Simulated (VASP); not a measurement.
```
CELL_PARAMETERS angstrom
      3.14224     0.00000     0.00000
      0.00000     3.14224     0.00000
      0.00000     0.00000     3.14224
ATOMIC_POSITIONS crystal
  Tl 0.00000 0.00000 0.00000
```

All values below come from PBEsol GGA, VASP's PBE PAW potentials (set 64) (plane waves; VASP 6.6.1). Run with 400 eV cut-off, 13×13×13 Γ-centred mesh, tetrahedra with Blöchl corrections, potentials Tl_d.

Unless said otherwise, spin-orbit coupling is left out, though it shifts the bands of the heavy elements here.

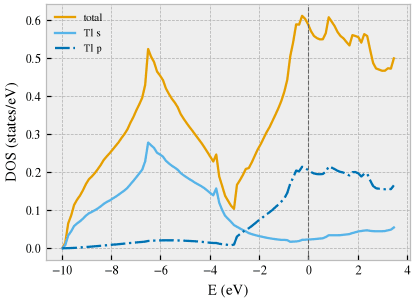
Figure. Total and projected density of states, zero at the Fermi level

Within 2 eV below the Fermi level the largest weight inside VASP's projection spheres is Tl p.

It has no gap at this level: it comes out as a metal or semimetal.

The structure was generated: Tl was put into the simple-cubic type (Pm-3m), which need not be its known phase. It was relaxed first.
